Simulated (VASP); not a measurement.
```xyz
2
Lattice="0.0000 2.2895 2.2895 2.2895 0.0000 2.2895 2.2895 2.2895 0.0000" Properties=species:S:1:pos:R:3 pbc="T T T"
Na     0.0000     0.0000     0.0000
F      2.2895     2.2895     2.2895
```

Method: MS2 meta-GGA, VASP's PBE PAW potentials (set 64) (plane waves; VASP). Numerical set-up: 520 eV cut-off, 11×11×11 Γ-centred mesh, tetrahedra with Blöchl corrections, potentials Na_pv F.

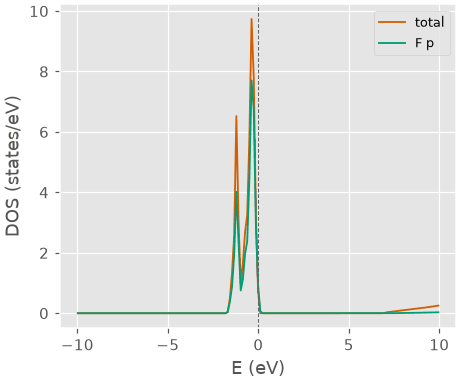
Figure. Total and projected density of states, zero at the valence-band maximum

Within 2 eV below the valence-band maximum the largest weight inside VASP's projection spheres is F p.

The gap is direct, 6.84 eV, from the valence maximum at Γ to the conduction minimum at Γ.

The compound is NaF in the rock salt structure. It was relaxed first.
